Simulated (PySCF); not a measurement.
## Two runs on LaP$_{5}$

System: LaP$_{5}$, charge +2.
Method of run A: RKS PBE0, La def2-SVP with ECP46, P def2-SVP; non-relativistic Hamiltonian with a scalar-relativistic core potential; density fitting (PySCF 2.14.0).

Text and figures count atoms from 1; the logs count them from 0 in places.

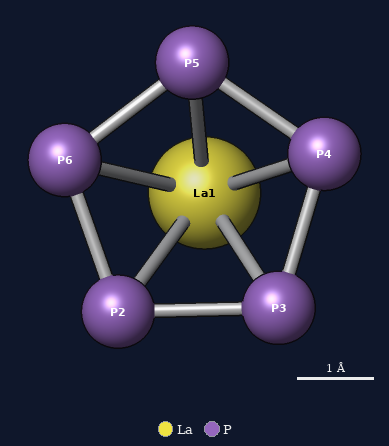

Fig. 1: The structure as given in the input (ball-and-stick view, seen at a tilt; atoms are numbered from 1 in the order of the input). Sticks mark near contacts. Bond lengths as drawn: La–P 3.07 Å and P–P 2.14 Å.

## Input file, run A
```python
mol = gto.M(atom='''
La    -0.00000     0.00000    -1.32191
P      1.82100     0.00002     1.14614
P      0.56270     1.73188     1.14614
P     -1.47323     1.07034     1.14614
P     -1.47320    -1.07037     1.14614
P      0.56274    -1.73186     1.14614''',
    basis={'La': 'def2-SVP', 'P': 'def2-SVP'},
    ecp={'La': 'def2-SVP'},
    charge=2, spin=0)
mf = dft.RKS(mol, xc='PBE0')
mf.grids.atom_grid = (99, 590)  # f atoms: at least (60, 302), unpruned
mf = mf.density_fit()  # La def2-universal-JKFIT, P def2-universal-JKFIT
mf.conv_tol = 1e-08; mf.max_cycle = 55
mf.kernel(dm0)
```

The script is an equivalent of the set-up of the self-consistent field. The run itself was carried out by a driver, which started from the orbitals of the step before it where there was one and computed the further properties.

Launched with:
```bash
OMP_NUM_THREADS=2 python <driver script>
```

Hardware: 2 threads of Arm Neoverse V1, 24 GiB of memory available, shared host.

## Output (run A)
```
init E= -1724.66993419115
  HOMO = -0.667252229219025  LUMO = -0.560276021960482  gap/eV = 2.91097
cycle= 1 E= -1736.40790454522  delta_E= -11.7  |g|= 0.789  |ddm|= 3.56
  HOMO = -0.502993476238151  LUMO = -0.468188353042926  gap/eV = 0.94710
cycle= 2 E= -1732.42534432989  delta_E= 3.98  |g|= 3.09  |ddm|= 4.59
  HOMO = -0.538305969023862  LUMO = -0.422712150990594  gap/eV = 3.14547
cycle= 3 E= -1736.52451416993  delta_E= -4.1  |g|=  0.5  |ddm|= 4.01
  HOMO = -0.56959060588028  LUMO = -0.488994309991234  gap/eV = 2.19314
cycle= 4 E= -1736.61472657128  delta_E= -0.0902  |g|= 0.185  |ddm|= 1.02
  HOMO = -0.572951639508589  LUMO = -0.478420741550091  gap/eV = 2.57232
cycle= 5 E= -1736.62659599104  delta_E= -0.0119  |g|= 0.0229  |ddm|= 0.269
  HOMO = -0.573726825844666  LUMO = -0.474971651387933  gap/eV = 2.68727
cycle= 6 E= -1736.62678783294  delta_E= -0.000192  |g|= 0.009  |ddm|= 0.0533
  HOMO = -0.57409654729453  LUMO = -0.474627378738262  gap/eV = 2.70669
cycle= 7 E= -1736.62681839749  delta_E= -3.06e-05  |g|= 0.00111  |ddm|= 0.014
  HOMO = -0.574149873263782  LUMO = -0.474557770054569  gap/eV = 2.71004
cycle= 8 E= -1736.62681897795  delta_E= -5.8e-07  |g|= 0.000239  |ddm|= 0.00289
  HOMO = -0.574143480162593  LUMO = -0.474562086681335  gap/eV = 2.70975
cycle= 9 E= -1736.62681900305  delta_E= -2.51e-08  |g|= 5.47e-05  |ddm|= 0.000516
  HOMO = -0.574141484063703  LUMO = -0.474562431012103  gap/eV = 2.70968
cycle= 10 E= -1736.62681900461  delta_E= -1.55e-09  |g|= 7.59e-06  |ddm|= 0.000117
  HOMO = -0.574141917892402  LUMO = -0.47456421100674  gap/eV = 2.70965
Extra cycle  E= -1736.62681900456  delta_E= 4.5e-11  |g|= 1.5e-05  |ddm|= 3.89e-05
converged SCF energy = -1736.62681900456
```

The input of run B differs as follows (lines with − go, lines with + come):
```diff
-mf.grids.atom_grid = (99, 590)  # f atoms: at least (60, 302), unpruned
+mf.grids.atom_grid = (50, 194)  # f atoms: at least (60, 302), unpruned
```

Predict how the results change.

The energy of run B is 0.01 kcal/mol higher, which measures how much it depends on this numerical setting. On the same kind of shared host run B took about 0.52 times as long.

## Output (run B)
```
init E= -1736.52132570287
  HOMO = -0.578123135485105  LUMO = -0.474389627388313  gap/eV = 2.82273
cycle= 1 E= -1736.61659562154  delta_E= -0.0953  |g|= 0.137  |ddm|= 0.525
  HOMO = -0.559206558383378  LUMO = -0.496980568616434  gap/eV = 1.69326
cycle= 2 E= -1736.58955675473  delta_E= 0.027  |g|= 0.29  |ddm|= 0.795
  HOMO = -0.571921234429628  LUMO = -0.475268339032709  gap/eV = 2.63006
cycle= 3 E= -1736.62668842094  delta_E= -0.0371  |g|= 0.0176  |ddm|= 0.493
  HOMO = -0.574310671071348  LUMO = -0.475280644465636  gap/eV = 2.69474
cycle= 4 E= -1736.62679442816  delta_E= -0.000106  |g|= 0.00619  |ddm|= 0.0351
  HOMO = -0.574054018813189  LUMO = -0.474500633649671  gap/eV = 2.70899
cycle= 5 E= -1736.62680752059  delta_E= -1.31e-05  |g|= 0.00161  |ddm|= 0.00974
  HOMO = -0.574149356105203  LUMO = -0.474588333930058  gap/eV = 2.70919
cycle= 6 E= -1736.62680839853  delta_E= -8.78e-07  |g|= 0.000163  |ddm|= 0.00239
  HOMO = -0.574142953544563  LUMO = -0.474560979530638  gap/eV = 2.70976
cycle= 7 E= -1736.62680841288  delta_E= -1.43e-08  |g|= 7.92e-05  |ddm|= 0.000463
  HOMO = -0.574144018483132  LUMO = -0.474564908985447  gap/eV = 2.70969
cycle= 8 E= -1736.62680841352  delta_E= -6.43e-10  |g|= 7.31e-05  |ddm|= 0.000218
  HOMO = -0.574144283902051  LUMO = -0.474568295729309  gap/eV = 2.70960
Extra cycle  E= -1736.62680840162  delta_E= 1.19e-08  |g|= 0.000187  |ddm|= 0.000399
converged SCF energy = -1736.62680840162
```

## The two runs side by side

| quantity | run A | run B |
| --- | --- | --- |
| outcome | converged | converged |
| total energy (hartree) | −1736.626819 | −1736.626808 |
| HOMO (eV) | −15.62 | −15.62 |
| LUMO (eV) | −12.91 | −12.91 |
| largest force (eV/Å) | 0.004 | 0.007 |
| basis functions | 122 | 122 |
| wall time (shared host) | 13 s | 6.6 s |
